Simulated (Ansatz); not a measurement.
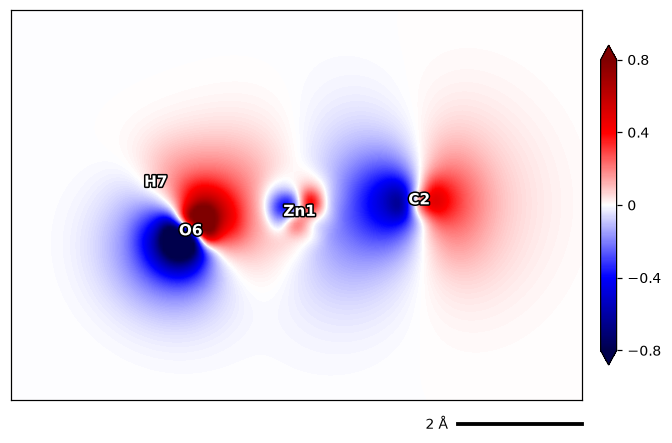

The picture shows: CH4OZn. The HOMO−1 on the plane of atoms Zn1, O6 and H7 (values in Å⁻³ᐟ²; the overall sign is arbitrary).

The calculation used Ansatz, RKS B3LYP-D4/def2-SVP.

```xyz
7

Zn    0.0215   -0.0850    0.0304
C    -0.0001   -0.0042    1.9651
H    -0.9879   -0.2887    2.3613
H     0.7508   -0.6847    2.3973
H     0.2265    1.0168    2.3122
O     0.0042   -0.0243   -1.7527
H     0.2397   -0.8472   -2.1992
```

Describe this orbital and give its energy.

Answer. It lies mainly on O6 (about 55 %), C2 (about 25 %) and Zn1 (about 15 %). Its energy is −7.45 eV.
